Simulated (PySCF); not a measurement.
**NMR shielding calculation, with input and output: SiH2F2**

System: SiH2F2 (difluorosilane), SMILES F[SiH2]F.
Method: GIAO PBE0/pcSseg-1 NMR shielding, non-relativistic, gas phase (PySCF 2.14.0).

The geometry comes from this level: GFN2-xTB. Figures and captions count atoms from 1; the log counts them from 0 in places.

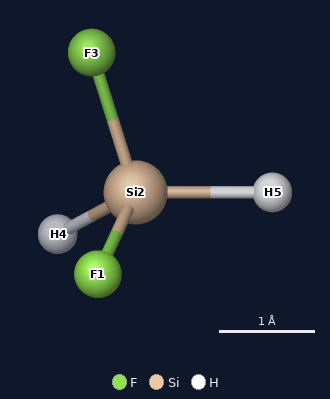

Figure 1. The input geometry (ball-and-stick view, seen at a tilt; atoms are numbered from 1 in the order of the input). Bond lengths as drawn: F–Si 1.59 Å and H–Si 1.44 Å.

**Results in brief**

| quantity | value |
| --- | --- |
| outcome | converged |
| total energy | −490.149479 hartree |
| HOMO | −10.15 eV |
| LUMO | 0.44 eV |
| dipole moment | 2.11 D |
| isotropic shielding, F | 332.8 ppm |
| isotropic shielding, Si | 363.9 ppm |
| isotropic shielding, H | 26.7 ppm |
| hardware | 1 CPU thread, shared host |
| wall time | 2.2 s |
| peak memory | 0.33 GiB |

**The input**
```
{"job": {"kind": "nmr", "xc": "PBE0", "basis": "pcSseg-1"}, "charge": 0, "multiplicity": 1}
F     -1.203869    -0.931502    -0.102408
Si    -0.003440     0.111083     0.011236
F      1.287351    -0.812310    -0.136307
H     -0.010872     0.653555     1.348037
H     -0.060548     0.982027    -1.137743
```

The first line tells a small driver script what to run in PySCF; the rest is the geometry in Å.

**Log**
```
coarse grid: 5040 points
cycle   1  E = -490.0435619301  dE =  1.460e-01  |g| = 7.067e-01  |ddm| = 1.947e+00
cycle   2  E = -489.9516642009  dE =  9.190e-02  |g| = 1.079e+00  |ddm| = 1.066e+00
cycle   3  E = -490.1219900335  dE = -1.703e-01  |g| = 2.126e-02  |ddm| = 6.342e-01
cycle   4  E = -490.1220580100  dE = -6.798e-05  |g| = 8.005e-03  |ddm| = 2.870e-02
cycle   5  E = -490.1220671764  dE = -9.166e-06  |g| = 4.600e-04  |ddm| = 7.087e-03
final grid: 45880 points
cycle   6  E = -490.1494791401  dE = -1.480e-05  |g| = 1.064e-03  |ddm| = 5.677e-03
cycle   7  E = -490.1494792085  dE = -6.837e-08  |g| = 4.824e-04  |ddm| = 6.538e-04
cycle   8  E = -490.1494792236  dE = -1.508e-08  |g| = 2.289e-04  |ddm| = 3.139e-04
cycle   9  E = -490.1494792308  dE = -7.238e-09  |g| = 2.695e-05  |ddm| = 1.247e-04
cycle  10  E = -490.1494792309  dE = -6.889e-11  |g| = 4.259e-06  |ddm| = 1.763e-05
```

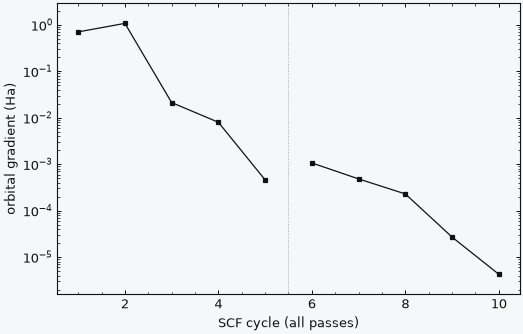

Figure 2. Convergence of the self-consistent field: orbital gradient against the SCF cycle. The dotted line marks the change from a coarse to the final integration grid. The first 5 cycles use a coarse grid, the final grid takes over at cycle 6, and the field converges after 10 cycles in all.

```
converged SCF energy = -490.1494792309

GIAO shielding tensors (ppm)
atom      isotropic    diamagn.    paramagn.     s11        s22        s33       span
  0 F      332.774     469.348    -136.574    238.676    357.590    402.056    163.379
  1 Si     363.901     876.335    -512.434    338.204    359.390    394.108     55.905
  2 F      332.769     469.341    -136.572    238.685    357.519    402.104    163.419
  3 H       26.752      28.744      -1.991     23.547     24.308     32.402      8.855
  4 H       26.749      28.735      -1.985     23.545     24.306     32.398      8.853
```
